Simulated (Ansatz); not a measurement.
# GeH2 (SMILES [GeH2]): levels of theory compared

Aim: a comparison of 6 runs (B3LYP/6-31G*, B3LYP/def2-TZVPPD, PBE0/def2-TZVPPD, revPBE/def2-TZVPPD, wB97M-V/def2-TZVPPD, wB97X/def2-TZVPPD) of GeH2. 

The calculation is run with Ansatz 0.2.0.

34 further runs of the same task are left out: 34 set aside as unsound or not needed.

## Step 1: Starting point

The species is GeH2 (3 atoms), meant as a singlet with charge 0. SMILES: `[GeH2]`. The Ge1–H3 distance was set to 1.834 Å, away from the relaxed value.

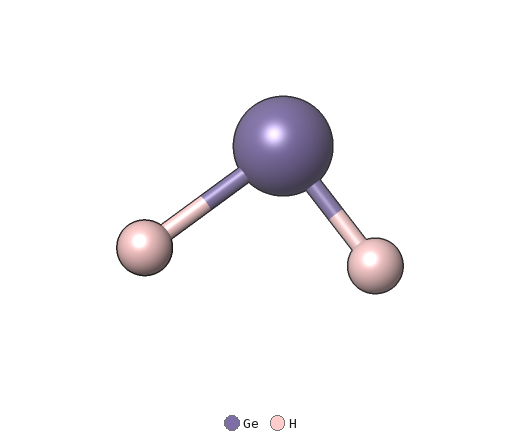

Viewed from a chosen angle; germanium purple, hydrogen pink.

## Step 2: The energy at B3LYP/6-31G(d) (spherical functions) (run 1)

Input file job.yaml:

```yaml
crystal:
  periodic: [false, false, false]
  atoms:
    - {symbol: Ge, position_ang: [-0.623680, 0.638169, -0.266460]}
    - {symbol: H, position_ang: [0.729420, 0.976669, 0.506240]}
    - {symbol: H, position_ang: [-0.212900, -1.148700, -0.245300]}
basis:
  gaussian:
    orbitals: 6-31G_st_-spherical.json
hamiltonian:
  xc: {name: B3LYP}
accuracy: high
output:
  orbitals: {seedname: orbitals}
```

The basis set 6-31G* is read from a file made from the Basis Set Exchange's data (not shown).

Command:

```
$ ansatz run job.yaml --threads 1 --pin off --max-ram 3480MiB --events-out events.jsonl --progress --plain --runs-dir runs
```

The log of the run:

```text
Warning: RAYON_NUM_THREADS=1 ignored (pool sized by the plan → 1); use --threads N
Functional definition: B3LYP
  name "B3LYP"
  parameter a0 = 0.2
  parameter ax = 0.72
  parameter ac = 0.81
  exchange = (1 - a0 - ax)*slater_x + ax*b88_x + a0*exact_x
  correlation = (1 - ac)*vwn_rpa_c + ac*lyp_c
623 factors; integrals over basis functions are off by at most 3.4e-9 eV
mean field evaluation 1: about -56542.1735 eV, gradient 1.3e1 eV
mean field evaluation 2: about -56542.2948 eV, gradient 1.2e1 eV
mean field evaluation 4: about -56542.5379 eV, gradient 3.0e-1 eV
mean field evaluation 8: about -56542.5609 eV, gradient 2.2e-2 eV
mean field evaluation 16: about -56542.5609 eV, gradient 3.2e-7 eV
mean field -56542.56092455 eV, -2077.9007880527 hartree, gradient 1.6e-8 eV, S^2 0.000000; 0 other end points of the search recorded, 0 dependent functions left out
reference -56542.56095405 eV, -2077.9007891370 hartree; 17, 17 occupied and 19, 19 virtual orbitals, 623 factors
Total energy: -56542.56095405 eV, -2077.9007891370 hartree
```

Wall time 1.3 s (1 thread of Arm Neoverse V2, shared host); peak memory 0.091 GiB.

## Step 3: A single-point energy at B3LYP/def2-TZVPPD (run 2)

Input file job.yaml:

```yaml
basis:
  gaussian: {orbitals: def2-TZVPPD.json}
crystal:
  periodic: [false, false, false]
  atoms:
    - symbol: Ge
      position_ang: [-0.623680, 0.638169, -0.266460]
    - symbol: H
      position_ang: [0.729420, 0.976669, 0.506240]
    - symbol: H
      position_ang: [-0.212900, -1.148700, -0.245300]
hamiltonian: {xc: {name: B3LYP}}
accuracy: high
output: {orbitals: {seedname: orbitals}}
```

The basis set def2-TZVPPD is read from a file made from the Basis Set Exchange's data (not shown).

Command:

```
$ ansatz run job.yaml --threads 1 --pin off --max-ram 3480MiB --events-out events.jsonl --progress --plain --runs-dir runs
```

The log of the run, cut to the lines that bear on the results:

```text
Warning: RAYON_NUM_THREADS=1 ignored (pool sized by the plan → 1); use --threads N
[... 7 set-up lines as earlier in the session ...]
1275 factors; integrals over basis functions are off by at most 4.7e-9 eV
mean field evaluation 1: about -56549.7140 eV, gradient 1.8e1 eV
mean field evaluation 2: about -56549.8210 eV, gradient 1.9e1 eV
mean field evaluation 4: about -56550.3590 eV, gradient 5.1e-1 eV
mean field evaluation 8: about -56550.3750 eV, gradient 3.0e-2 eV
mean field evaluation 16: about -56550.3750 eV, gradient 1.1e-6 eV
mean field -56550.37498501 eV, -2078.1879494784 hartree, gradient 9.9e-8 eV, S^2 0.000000; 0 other end points of the search recorded, 0 dependent functions left out
reference -56550.37501469 eV, -2078.1879505688 hartree; 17, 17 occupied and 71, 71 virtual orbitals, 1275 factors
Total energy: -56550.37501469 eV, -2078.1879505688 hartree
```

Run time: 3 s. Hardware: 1 thread of Arm Neoverse V2, shared host; peak memory 0.18 GiB.

Runs 3 to 5 aren't shown in full; the table further down has their settings and results.

## Step 4: The energy at wB97X/def2-TZVPPD (run 6)

Input file molecule.yaml:

```yaml
crystal:
  periodic: [false, false, false]
  atoms:
    - {symbol: Ge, position_ang: [-0.623680, 0.638169, -0.266460]}
    - {symbol: H, position_ang: [0.729420, 0.976669, 0.506240]}
    - {symbol: H, position_ang: [-0.212900, -1.148700, -0.245300]}
basis:
  gaussian: {orbitals: def2-TZVPPD.json}
hamiltonian: {xc: {name: wB97X}}
accuracy: high
output: {orbitals: {seedname: orbitals}}
```

The basis set def2-TZVPPD is read from a file made from the Basis Set Exchange's data (not shown).

Command:

```
$ ansatz run molecule.yaml --threads 1 --pin off --max-ram 3480MiB --events-out events.jsonl --progress --plain --runs-dir runs
```

The log of the run, cut to the lines that bear on the results:

```text
Warning: RAYON_NUM_THREADS=1 ignored (pool sized by the plan → 1); use --threads N
Functional definition: wB97X
  name "wB97X"
[...]
      + exact_x_lr(omega)
[...]
      + integral(e_c_pw_opposite_spin*poly(b97_u_opposite, 1, cos1, cos2, cos3, cos4))
1275 factors; integrals over basis functions are off by at most 4.7e-9 eV
285 factors; integrals over basis functions are off by at most 2.6e-9 eV
[...]
mean field -56550.01456438 eV, -2078.1747042645 hartree, gradient 5.3e-8 eV, S^2 0.000000; 0 other end points of the search recorded, 0 dependent functions left out
reference -56550.01456209 eV, -2078.1747041802 hartree; 17, 17 occupied and 71, 71 virtual orbitals, 1275 factors
Total energy: -56550.01456209 eV, -2078.1747041802 hartree
```

It took 11 s on 1 thread of Arm Neoverse V2, shared host; peak memory 0.29 GiB.

## Step 5: Overview of the runs

| run | level | energy (Eh) | HOMO energy (eV) | LUMO energy (eV) | HOMO–LUMO gap (eV) | wall time |
| --- | --- | --- | --- | --- | --- | --- |
| 1 | B3LYP/6-31G* (spherical functions) | -2077.900789 | -6.79 | -3.36 | 3.43 | 1.3 s |
| 2 | B3LYP/def2-TZVPPD | -2078.187951 | -6.86 | -3.41 | 3.45 | 3 s |
| 3 | PBE0/def2-TZVPPD | -2077.865994 | -7.00 | -3.13 | 3.87 | 3.3 s |
| 4 | revPBE/def2-TZVPPD | -2077.978599 | -5.96 | -3.92 | 2.03 | 2.5 s |
| 5 | wB97M-V/def2-TZVPPD | -2078.009567 | -9.09 | -1.11 | 7.98 | 20 s |
| 6 | wB97X/def2-TZVPPD | -2078.174704 | -9.22 | -1.07 | 8.15 | 11 s |

## Step 6: What came out

```
            quantity           value
 run 6: total energy  -2078.17470 Eh
  run 6: HOMO energy        -9.22 eV
  run 6: LUMO energy        -1.07 eV
run 6: HOMO–LUMO gap         8.15 eV
```

What this shows: The HOMO–LUMO gap runs from 2.03 eV (revPBE/def2-TZVPPD) to 8.15 eV (wB97X/def2-TZVPPD). Totals of different functionals can't be ranked against each other. All runs together took 42 s, the longest 20 s.
